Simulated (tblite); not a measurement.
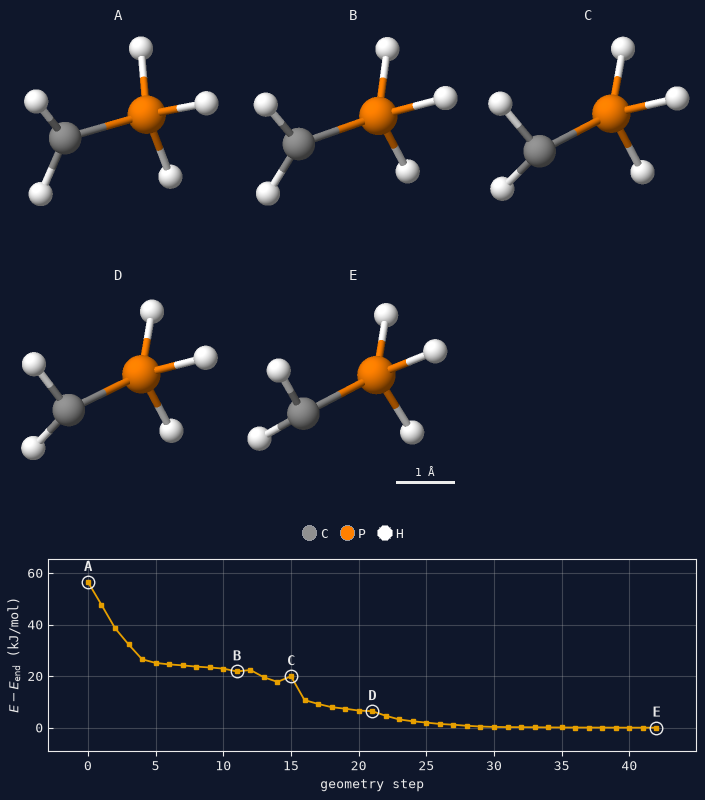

Frames of a relaxation of CH5P, marked on the history of the run. Style: ball-and-stick. Shown at a tilt.

Theory: tblite 0.8.0, GFN2-xTB geometry optimisation, gas phase. 

### Describe the path.

The energy falls by 56.5 kJ/mol in 42 geometry steps. The largest move after the best rigid fit is that of an H atom, 0.44 Å. By element the largest moves are H 0.44 Å, C 0.33 Å, P 0.09 Å. Among the contacts that change: C–P 1.639 → 1.693 Å, H–P 1.418 → 1.380 Å, C–H 1.062 → 1.088 Å, H–P 1.402 → 1.426 Å. Among the angles between lasting bonds that change: C–P–H 113.5° → 137.6°, H–P–H 108.7° → 96.2°, P–C–H 123.2° → 110.8°. The run took 0.14 s on 1 thread of Arm Neoverse N1, on a shared host. From step 0 to 11: H atoms move most (0.20 Å), energy −34.7 kJ/mol. From step 11 to 15: the C atom moves most (0.27 Å), energy −1.87 kJ/mol. From step 15 to 21: the C atom moves most (0.08 Å), energy −13.5 kJ/mol. From step 21 to 42: an H atom moves most (0.25 Å), energy −6.39 kJ/mol.

```csv
step,"E − E(0), kJ/mol"
0,0.00
1,-8.84
2,-17.89
3,-24.21
4,-29.98
5,-31.39
6,-31.96
7,-32.34
8,-32.82
9,-33.15
10,-33.59
12,-34.12
13,-36.96
15,-36.57
17,-47.30
18,-48.56
20,-49.87
22,-51.88
23,-53.33
25,-54.54
27,-55.37
29,-56.07
30,-56.23
32,-56.32
34,-56.40
35,-56.44
37,-56.47
39,-56.50
40,-56.51
42,-56.51
```
